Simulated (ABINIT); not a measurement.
# A GW chain in ABINIT: Ca2FeH6 (Fm-3m), part 2 of 3

Aim: the G0W0 gap of Ca2FeH6 (Fm-3m) on LDA, step by step.

ABINIT 10.8.3; LDA and many-body steps on it, plane waves. Known limits of the many-body steps: not at the basis limit; no spin polarisation; d states lean on the start; coarse k mesh.

So far. Step 2 (Ground state): The gap is indirect, with the least direct gap 0.007 eV higher.

**3. Bands along the symmetry lines**

Level of this step: DFT, LDA, plane waves, norm-conserving pseudopotentials (ABINIT).

The cheap functional maps the bands first; the places of the edges decide which points the dearer methods must see.

Input file run.abi:

```
acell 3*1.0 Angstrom
rprim 
  -0.000000000000 3.496077550000 3.496077550000
  3.496077550000 0.000000000000 3.496077550000
  3.496077550000 3.496077550000 -0.000000000000
ntypat 3
znucl 20 26 1
natom 9
typat 1 1 2 3 3 3 3 3 3
xred 
  0.250000000000 0.250000000000 0.250000000000
  0.750000000000 0.750000000000 0.750000000000
  0.000000000000 0.000000000000 0.000000000000
  0.771967350000 0.228032650000 0.228032650000
  0.228032650000 0.771967350000 0.771967350000
  0.228032650000 0.771967350000 0.228032650000
  0.771967350000 0.228032650000 0.771967350000
  0.228032650000 0.228032650000 0.771967350000
  0.771967350000 0.771967350000 0.228032650000
pp_dirpath "pseudos"
pseudos "Ca.upf, Fe.upf, H.upf"
ecut 39
iscf -2
irdden 1
kptopt 0
nkpt 26
kpt 
  0.00000000 0.00000000 0.00000000
  0.12500000 0.00000000 0.12500000
  0.25000000 0.00000000 0.25000000
  0.37500000 0.00000000 0.37500000
  0.50000000 0.00000000 0.50000000
  0.53125000 0.06250000 0.53125000
  0.56250000 0.12500000 0.56250000
  0.59375000 0.18750000 0.59375000
  0.62500000 0.25000000 0.62500000
  0.37500000 0.37500000 0.75000000
  0.28125000 0.28125000 0.56250000
  0.18750000 0.18750000 0.37500000
  0.09375000 0.09375000 0.18750000
  0.00000000 0.00000000 0.00000000
  0.12500000 0.12500000 0.12500000
  0.25000000 0.25000000 0.25000000
  0.37500000 0.37500000 0.37500000
  0.50000000 0.50000000 0.50000000
  0.50000000 0.43750000 0.56250000
  0.50000000 0.37500000 0.62500000
  0.50000000 0.31250000 0.68750000
  0.50000000 0.25000000 0.75000000
  0.50000000 0.18750000 0.68750000
  0.50000000 0.12500000 0.62500000
  0.50000000 0.06250000 0.56250000
  0.50000000 0.00000000 0.50000000
istwfk *1
nband 28
nbdbuf 2
tolwfr 1e-08
nstep 40
prtwf 0
prtvol 0
indata_prefix "in"
outdata_prefix "out"
tmpdata_prefix "tmp"
```

Started as:

```sh
$ OMP_NUM_THREADS=1 mpirun -n 4 abinit run.abi > log
```

Numbers of over 12 decimals in the logs are rounded to 6 here.

Output:

```text
.Version 10.8.3 of ABINIT. v10.8.2 released Aug 2026.

 Symmetries : space group Fm -3 m (#225); Bravais cF (face-center cubic)
[... echo of the input left out ...]
== DATASET  1 ==================================================================
-   mpi_nproc: 4, omp_nthreads: 1 (-1 if OMP is not activated)

--- !DatasetInfo
iteration_state: {dtset: 1, }
dimensions: {natom: 9, nkpt: 26, mband: 28, nsppol: 1, nspinor: 1, nspden: 1, mpw: 6754, }
cutoff_energies: {ecut:  39.0, pawecutdg:  -1.0, }
electrons: {nelect:   4.20000000E+01, charge:   0.00000000E+00, occopt:   1.00000000E+00, tsmear:   1.00000000E-02, }

 Real(R)+Recip(G) space primitive vectors, cartesian coordinates (Bohr,Bohr^-1):
 R(1)=  0.0000000  6.6066291  6.6066291  G(1)= -0.0756816  0.0756816  0.0756816
 R(2)=  6.6066291  0.0000000  6.6066291  G(2)=  0.0756816 -0.0756816  0.0756816
 R(3)=  6.6066291  6.6066291  0.0000000  G(3)=  0.0756816  0.0756816 -0.0756816
 Unit cell volume ucvol=  5.7672632E+02 bohr^3
 Angles (23,13,12)=  6.00000000E+01  6.00000000E+01  6.00000000E+01 degrees

 getcut: wavevector=  0.0000  0.0000  0.0000  ngfft=  54  54  54
         ecut(hartree)=     39.000   => boxcut(ratio)=   2.05660

--- Pseudopotential description ------------------------------------------------
- Ca Generated using ONCVPSP code by D. R. Hamann
- 20.00000  10.00000  180309                  znucl, zion, pspdat
12 -1012 2 -1 1724                            pspcod,pspxc,lmax,lloc,mmax
     nproj     2     2     2
  pspatm : epsatm=   12.51424511
         --- l  ekb(1:nproj) -->
             0   10.026170    0.975458
             1    2.942990    0.445396
             2   -3.490458   -1.115963
 pspatm: atomic psp has been read  and splines computed

- Fe Generated using ONCVPSP code by D. R. Hamann
- 26.00000  16.00000  180309                  znucl, zion, pspdat
12 -1012 2 -1 1408                            pspcod,pspxc,lmax,lloc,mmax
     nproj     2     2     2
  pspatm : epsatm=   15.14527392
         --- l  ekb(1:nproj) -->
[...]
pspatm: atomic psp has been read  and splines computed

- H Generated using ONCVPSP code by D. R. Hamann
-  1.00000   1.00000  180309                  znucl, zion, pspdat
12 -1012 1 -1 1180                            pspcod,pspxc,lmax,lloc,mmax
     nproj     2     1     0
  pspatm : epsatm=    0.35439867
         --- l  ekb(1:nproj) -->
[...]
1   -0.275071
 pspatm: atomic psp has been read  and splines computed

--------------------------------------------------------------------------------

================================================================================
 prteigrs : about to open file out_EIG
 Non-SCF case, kpt    1 (  0.00000  0.00000  0.00000), residuals and eigenvalues=
  7.62E-09  1.94E-09  2.11E-09  5.09E-09  4.76E-09  6.69E-09  2.57E-09  4.49E-09
[...]
Non-SCF case, kpt   26 (  0.50000  0.00000  0.50000), residuals and eigenvalues=
[...]
-3.0779E-02  1.4410E-02  2.6417E-02  6.8404E-02  8.3846E-02  8.3846E-02
  1.5349E-01  1.7573E-01  1.7573E-01  2.2037E-01  2.8044E-01  2.9302E-01
[...]
--- !ResultsGS
iteration_state: {dtset: 1, }
comment   : Summary of ground state results
lattice_vectors:
- [ -0.0000000,   6.6066291,   6.6066291, ]
- [  6.6066291,   0.0000000,   6.6066291, ]
- [  6.6066291,   6.6066291,  -0.0000000, ]
lattice_lengths: [   9.34318,    9.34318,    9.34318, ]
lattice_angles: [ 60.000,  60.000,  60.000, ] # degrees, (23, 13, 12)
lattice_volume:   5.7672632E+02
convergence: {deltae:  0.000E+00, res2:  0.000E+00, residm:  9.995E-09, diffor:  0.000E+00, }
etotal    :  -2.06246115E+02
entropy   :   0.00000000E+00
fermie    :   1.75970476E-01
cartesian_stress_tensor: null
pressure_GPa: null
xred      :
- [  2.5000E-01,   2.5000E-01,   2.5000E-01, Ca]
- [  7.5000E-01,   7.5000E-01,   7.5000E-01, Ca]
- [  0.0000E+00,   0.0000E+00,   0.0000E+00, Fe]
- [  7.7197E-01,   2.2803E-01,   2.2803E-01,  H]
- [  2.2803E-01,   7.7197E-01,   7.7197E-01,  H]
- [  2.2803E-01,   7.7197E-01,   2.2803E-01,  H]
- [  7.7197E-01,   2.2803E-01,   7.7197E-01,  H]
- [  2.2803E-01,   2.2803E-01,   7.7197E-01,  H]
- [  7.7197E-01,   7.7197E-01,   2.2803E-01,  H]
cartesian_forces: null
force_length_stats: {min: null, max: null, mean: null, }

 Integrated electronic density in atomic spheres:
 ------------------------------------------------
 Atom  Sphere_radius  Integrated_density
[...]
================================================================================

 ----iterations are completed or convergence reached----

 Mean square residual over all n,k,spin=   61.826E-10; max=  99.954E-10
 reduced coordinates (array xred) for    9 atoms
[...]
0.228032650000      0.228032650000      0.771967350000
       0.771967350000      0.771967350000      0.228032650000

 cartesian coordinates (angstrom) at end:
[...]
length scales=  1.889726125908  1.889726125908  1.889726125908 bohr
              =  1.000000000000  1.000000000000  1.000000000000 angstroms
 prteigrs : about to open file out_EIG
 Eigenvalues (hartree) for nkpt=  26  k points:
 kpt#   1, nband= 28, wtk=  1.00000, kpt=  0.0000  0.0000  0.0000 (reduced coord)
[...]
kpt#   2, nband= 28, wtk=  1.00000, kpt=  0.1250  0.0000  0.1250 (reduced coord)
[...]
kpt#   3, nband= 28, wtk=  1.00000, kpt=  0.2500  0.0000  0.2500 (reduced coord)
[...]
kpt#  25, nband= 28, wtk=  1.00000, kpt=  0.5000  0.0625  0.5625 (reduced coord)
[...]
0.31843    0.32873    0.36594    0.36810
 kpt#  26, nband= 28, wtk=  1.00000, kpt=  0.5000  0.0000  0.5000 (reduced coord)
[...]
-0.58794   -0.57834   -0.57834   -0.57743   -0.03078    0.01441    0.02642    0.06840
   0.08385    0.08385    0.15349    0.17573    0.17573    0.22037    0.28044    0.29302
   0.32717    0.32717    0.36592    0.36711

== END DATASET(S) ==============================================================
================================================================================

 -outvars: echo values of variables after computation  --------
            nband          28
             nkpt          26
          spgroup         225
 [... the other variables as echoed above ...]

 Calculation completed.
```

The job ended after 59 s (4 MPI ranks of Intel Xeon Platinum 8375C at 2.90GHz (Ice Lake), shared host; peak memory 0.4 GiB; 3.9 min of CPU time).

Numbers from this step:

| Item | Value |
| --- | --- |
| gap | 1.206 eV |
| k of the valence top | 0.5, 0.25, 0.75 |
| k of the conduction bottom | 0.5, 0, 0.5 |
| least direct gap | 1.215 eV |

The gap is 1.206 eV, −0.002 eV from the run before at this level.

Electronic bands along the path, in eV, zero at the top of the highest filled band:

| point | band 18 | band 19 | band 20 | band 21 | band 22 | band 23 | band 24 | band 25 |
| --- | --- | --- | --- | --- | --- | --- | --- | --- |
| Γ | -2.97 | -0.07 | -0.07 | -0.07 | 2.68 | 2.68 | 4.56 | 6.13 |
| X | -2.51 | -0.61 | -0.01 | -0.01 | 1.21 | 2.84 | 3.18 | 4.11 |
| U | -2.24 | -0.33 | -0.05 | -0.03 | 1.51 | 3.16 | 3.16 | 3.38 |
| jump to K | -2.24 | -0.33 | -0.05 | -0.03 | 1.51 | 3.16 | 3.16 | 3.38 |
| Γ | -2.97 | -0.07 | -0.07 | -0.07 | 2.68 | 2.68 | 4.56 | 6.13 |
| L | -2.22 | -0.25 | -0.09 | -0.09 | 2.59 | 2.59 | 3.47 | 4.17 |
| W | -2.27 | -0.17 | -0.17 | 0.00 | 1.62 | 2.99 | 3.25 | 3.25 |
| X | -2.51 | -0.61 | -0.01 | -0.01 | 1.21 | 2.84 | 3.18 | 4.11 |

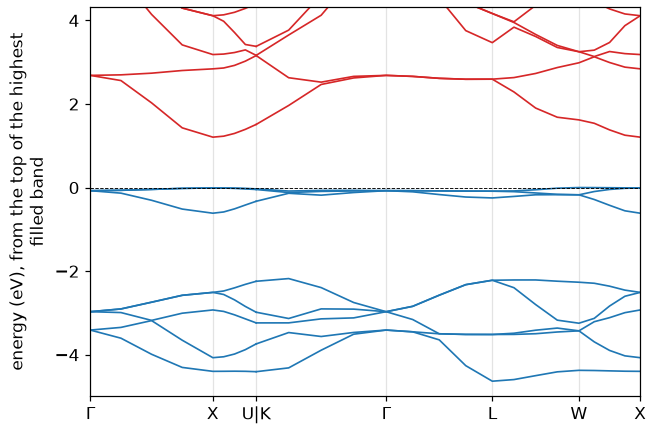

Electronic bands along the path; lines of filled and empty bands in two colours.

**4. Empty states on the mesh, 2×2×2 mesh, 60 bands**

The sums over transitions need many empty states on a uniform mesh; this step solves for them.

Input file run.abi:

```
acell 3*1.0 Angstrom
rprim 
  -0.000000000000 3.496077550000 3.496077550000
  3.496077550000 0.000000000000 3.496077550000
  3.496077550000 3.496077550000 -0.000000000000
ntypat 3
znucl 20 26 1
natom 9
typat 1 1 2 3 3 3 3 3 3
xred 
  0.250000000000 0.250000000000 0.250000000000
  0.750000000000 0.750000000000 0.750000000000
  0.000000000000 0.000000000000 0.000000000000
  0.771967350000 0.228032650000 0.228032650000
  0.228032650000 0.771967350000 0.771967350000
  0.228032650000 0.771967350000 0.228032650000
  0.771967350000 0.228032650000 0.771967350000
  0.228032650000 0.228032650000 0.771967350000
  0.771967350000 0.771967350000 0.228032650000
pp_dirpath "pseudos"
pseudos "Ca.upf, Fe.upf, H.upf"
ecut 39
ngkpt 2 2 2
nshiftk 1
shiftk 0 0 0
kptopt 1
chksymbreak 0
iscf -2
irdden 1
istwfk *1
nband 60
nbdbuf 4
tolwfr 1e-09
nstep 60
prtvol 0
indata_prefix "in"
outdata_prefix "out"
tmpdata_prefix "tmp"
```

Output:

```text
.Version 10.8.3 of ABINIT. v10.8.2 released Aug 2026.

 Symmetries : space group Fm -3 m (#225); Bravais cF (face-center cubic)
[... echo of the input left out ...]
== DATASET  1 ==================================================================
-   mpi_nproc: 4, omp_nthreads: 1 (-1 if OMP is not activated)
-    --> not optimal distribution: autoparal keyword recommended in input file <--

--- !DatasetInfo
iteration_state: {dtset: 1, }
dimensions: {natom: 9, nkpt: 3, mband: 60, nsppol: 1, nspinor: 1, nspden: 1, mpw: 6754, }
cutoff_energies: {ecut:  39.0, pawecutdg:  -1.0, }
electrons: {nelect:   4.20000000E+01, charge:   0.00000000E+00, occopt:   1.00000000E+00, tsmear:   1.00000000E-02, }

 Real(R)+Recip(G) space primitive vectors, cartesian coordinates (Bohr,Bohr^-1):
 R(1)=  0.0000000  6.6066291  6.6066291  G(1)= -0.0756816  0.0756816  0.0756816
 R(2)=  6.6066291  0.0000000  6.6066291  G(2)=  0.0756816 -0.0756816  0.0756816
 R(3)=  6.6066291  6.6066291  0.0000000  G(3)=  0.0756816  0.0756816 -0.0756816
 Unit cell volume ucvol=  5.7672632E+02 bohr^3
 Angles (23,13,12)=  6.00000000E+01  6.00000000E+01  6.00000000E+01 degrees

 getcut: wavevector=  0.0000  0.0000  0.0000  ngfft=  54  54  54
         ecut(hartree)=     39.000   => boxcut(ratio)=   2.05660

--- Pseudopotential description ------------------------------------------------
- Ca Generated using ONCVPSP code by D. R. Hamann
- 20.00000  10.00000  180309                  znucl, zion, pspdat
12 -1012 2 -1 1724                            pspcod,pspxc,lmax,lloc,mmax
     nproj     2     2     2
  pspatm : epsatm=   12.51424511
         --- l  ekb(1:nproj) -->
             0   10.026170    0.975458
             1    2.942990    0.445396
             2   -3.490458   -1.115963
 pspatm: atomic psp has been read  and splines computed

- Fe Generated using ONCVPSP code by D. R. Hamann
- 26.00000  16.00000  180309                  znucl, zion, pspdat
12 -1012 2 -1 1408                            pspcod,pspxc,lmax,lloc,mmax
     nproj     2     2     2
  pspatm : epsatm=   15.14527392
         --- l  ekb(1:nproj) -->
[...]
pspatm: atomic psp has been read  and splines computed

- H Generated using ONCVPSP code by D. R. Hamann
-  1.00000   1.00000  180309                  znucl, zion, pspdat
12 -1012 1 -1 1180                            pspcod,pspxc,lmax,lloc,mmax
     nproj     2     1     0
  pspatm : epsatm=    0.35439867
         --- l  ekb(1:nproj) -->
[...]
1   -0.275071
 pspatm: atomic psp has been read  and splines computed

--------------------------------------------------------------------------------

================================================================================
 prteigrs : about to open file out_EIG
 Non-SCF case, kpt    1 (  0.00000  0.00000  0.00000), residuals and eigenvalues=
[...]
6.24E-10  9.19E-10  9.66E-11  1.77E-10  2.82E-10  4.54E-10  9.24E-10  8.91E-10
[...]
6.68E-09  7.15E-10  7.63E-10  7.77E-10
 -2.9425E+00 -1.7108E+00 -1.7108E+00 -1.7108E+00 -1.2716E+00 -1.2691E+00
 -5.8631E-01 -5.8631E-01 -5.8631E-01 -5.7921E-01 -5.7921E-01 -5.7921E-01
 -1.0154E-01  5.0706E-02  5.0706E-02  6.6866E-02  6.6866E-02  6.6866E-02
[...]
9.5939E-01  9.5939E-01  9.5939E-01  1.0395E+00  1.0395E+00  1.0395E+00
  1.0419E+00  1.0419E+00  1.0419E+00  1.0664E+00  1.0664E+00  1.0664E+00
 prteigrs : prtvol=0 or 1, do not print more k-points.

--- !ResultsGS
iteration_state: {dtset: 1, }
comment   : Summary of ground state results
lattice_vectors:
- [ -0.0000000,   6.6066291,   6.6066291, ]
- [  6.6066291,   0.0000000,   6.6066291, ]
- [  6.6066291,   6.6066291,  -0.0000000, ]
lattice_lengths: [   9.34318,    9.34318,    9.34318, ]
lattice_angles: [ 60.000,  60.000,  60.000, ] # degrees, (23, 13, 12)
lattice_volume:   5.7672632E+02
convergence: {deltae:  0.000E+00, res2:  0.000E+00, residm:  9.994E-10, diffor:  0.000E+00, }
etotal    :  -2.06246115E+02
entropy   :   0.00000000E+00
fermie    :   1.75970476E-01
cartesian_stress_tensor: null
pressure_GPa: null
xred      :
- [  2.5000E-01,   2.5000E-01,   2.5000E-01, Ca]
- [  7.5000E-01,   7.5000E-01,   7.5000E-01, Ca]
- [  0.0000E+00,   0.0000E+00,   0.0000E+00, Fe]
- [  7.7197E-01,   2.2803E-01,   2.2803E-01,  H]
- [  2.2803E-01,   7.7197E-01,   7.7197E-01,  H]
- [  2.2803E-01,   7.7197E-01,   2.2803E-01,  H]
- [  7.7197E-01,   2.2803E-01,   7.7197E-01,  H]
- [  2.2803E-01,   2.2803E-01,   7.7197E-01,  H]
- [  7.7197E-01,   7.7197E-01,   2.2803E-01,  H]
cartesian_forces: null
force_length_stats: {min: null, max: null, mean: null, }

 Integrated electronic density in atomic spheres:
 ------------------------------------------------
 Atom  Sphere_radius  Integrated_density
[...]
================================================================================

 ----iterations are completed or convergence reached----

 Mean square residual over all n,k,spin=   44.443E-11; max=  99.937E-11
 reduced coordinates (array xred) for    9 atoms
[...]
0.228032650000      0.228032650000      0.771967350000
       0.771967350000      0.771967350000      0.228032650000

 cartesian coordinates (angstrom) at end:
    1      1.748039     1.748039     1.748039
    2      5.244116     5.244116     5.244116
[...]
9      3.496078     3.496078     5.397715
 length scales=  1.889726125908  1.889726125908  1.889726125908 bohr
              =  1.000000000000  1.000000000000  1.000000000000 angstroms
 prteigrs : about to open file out_EIG
 Eigenvalues (hartree) for nkpt=   3  k points:
 kpt#   1, nband= 60, wtk=  0.12500, kpt=  0.0000  0.0000  0.0000 (reduced coord)
[...]
0.60640    0.60691    0.76880    0.76880    0.76880    0.91679    0.91679    0.94412
   0.95939    0.95939    0.95939    1.03954    1.03954    1.03954    1.04185    1.04185
   1.04185    1.06638    1.06638    1.06638
 prteigrs : prtvol=0 or 1, do not print more k-points.

== END DATASET(S) ==============================================================
================================================================================

 -outvars: echo values of variables after computation  --------
            nband          60
             nkpt           3
          spgroup         225
 [... the other variables as echoed above ...]

 Calculation completed.
```

Wall time 14 s (4 MPI ranks); peak memory 0.35 GiB; 55 s of CPU time.

This step gave:

* gap: 1.215 eV
* k of the valence top: 0.5, 0.5, 0
* k of the conduction bottom: 0.5, 0.5, 0
* least direct gap: 1.215 eV
* k points computed: 3
* lowest point of the top converged band, above the valence top: 21.81 eV

On this mesh the gap is 1.215 eV.

**5. Screening, 2×2×2 mesh, 56 bands, screening to 87.1 eV**

The RPA dielectric matrix is built and inverted for each q.

This step: RPA screening on LDA, plane waves, norm-conserving pseudopotentials.

Changes to run.abi since step 4:

```diff
@@ -27,10 +27,11 @@
 chksymbreak 0
-iscf -2
-irdden 1
 istwfk *1
-nband 60
-nbdbuf 4
-tolwfr 1e-09
-nstep 60
-prtvol 0
+occopt 1
+irdwfk 1
+optdriver 3
+nband 56
+ecuteps 3.2
+inclvkb 2
+awtr 1
+symchi 1
 indata_prefix "in"
```

Output:

```text
.Version 10.8.3 of ABINIT. v10.8.2 released Aug 2026.

 Symmetries : space group Fm -3 m (#225); Bravais cF (face-center cubic)
[... echo of the input left out ...]
== DATASET  1 ==================================================================
-   mpi_nproc: 4, omp_nthreads: 1 (-1 if OMP is not activated)

--- !DatasetInfo
iteration_state: {dtset: 1, }
dimensions: {natom: 9, nkpt: 3, mband: 56, nsppol: 1, nspinor: 1, nspden: 1, mpw: 6754, }
cutoff_energies: {ecut:  39.0, pawecutdg:  -1.0, }
electrons: {nelect:   4.20000000E+01, charge:   0.00000000E+00, occopt:   1.00000000E+00, tsmear:   1.00000000E-02, }

 SCREENING: Calculation of the susceptibility and dielectric matrices

 Based on a program developped by R.W. Godby, V. Olevano, G. Onida, and L. Reining.
 Incorporated in ABINIT by V. Olevano, G.-M. Rignanese, and M. Torrent.
.Using double precision arithmetic ; gwpc =  8

[... cell and pseudopotentials left out ...]
--------------------------------------------------------------------------------

 ==== K-mesh for the wavefunctions ====
 Number of points in the irreducible wedge :     3
[... list of points left out ...]
 Together with 48 symmetry operations and time-reversal symmetry
 yields     8 points in the full Brillouin Zone.

 ==== Q-mesh for the screening function ====
 Number of points in the irreducible wedge :     3
[... list of points left out ...]
 Together with 48 symmetry operations and time-reversal symmetry
 yields     8 points in the full Brillouin Zone.

 setmesh: FFT mesh size selected  =    36x   36x   36
          total number of points  =        46656

 vcoul_init : cutoff-mode = AUXILIARY_FUNCTION
 q-points for optical limit:   1
     1)      0.000010    0.000020    0.000030

- screening: taking advantage of time-reversal symmetry
- Maximum band index for partially occupied states nbvw = 21
- Remaining bands to be divided among processors   nbcw = 35
- Number of bands treated by each node ~8

 Number of electrons calculated from density =   42.0000; Expected =   42.0000
 average of density, n =  0.072825
 r_s =    1.4855
 omega_plasma =   26.0313 [eV]

 calculating chi0 at frequencies [eV] :
  1    0.000000E+00    0.000000E+00
  2    0.000000E+00    2.603127E+01

--------------------------------------------------------------------------------
  q-point number  1        q = ( 0.000000, 0.000000, 0.000000) [r.l.u.]
--------------------------------------------------------------------------------
[... chi0 elements left out ...]
 For q-point:  0.000010 0.000020 0.000030
  dielectric constant =   5.0487
  dielectric constant without local fields =   5.8957

  Average fulfillment of the sum rule on Im[epsilon] for q-point    1 :     35.80  [%]
[... wings left out ...]
  q-point number  2        q = ( 0.500000, 0.000000, 0.000000) [r.l.u.]
--------------------------------------------------------------------------------
[... chi0 elements left out ...]
  Average fulfillment of the sum rule on Im[epsilon] for q-point    2 :     44.59  [%]

 [... 1 further q-points ...]
```

It took 7.6 s on 4 MPI ranks; peak memory 0.89 GiB.

Numbers from this step:

* ε∞ with local fields, on this mesh, along the program's q direction: 5.049
* the same without local fields: 5.896
* plasma frequency: 26.03 eV
* plane waves in the screening matrix: 169

Local fields lower ε∞ by 14 %. On a Γ-centred mesh this coarse the value itself is usually too large, while a short band sum pulls it down.

[end of part 2 of 3]

[Paths, hosts, dates, memory and timing lines, banners, echoed tables and standing remarks are left out of the program output.]

[Logs are printed without paths, hosts, clocks, repeated set-up lines and the standing remarks that a program may print on its own settings, such as how far it seeks lower states.]

[Runs of the session that timed out or met a known fault of the program may be left out.]

[Hosts, paths, dates, database ids (printed as entryN), source tags and the programs' standing remarks are cut or masked in the printed files.]

[G0W0 gaps are taken among the corrected bands and points alone; a level outside them can change the order at an edge.]

[Where Ansatz stands beside ABINIT at settings called matched, ABINIT's density can come from a denser mesh and the files from another edition; pairs whose starting gaps differed by over 0.03 eV were left out, so agreement reads better than it is.]
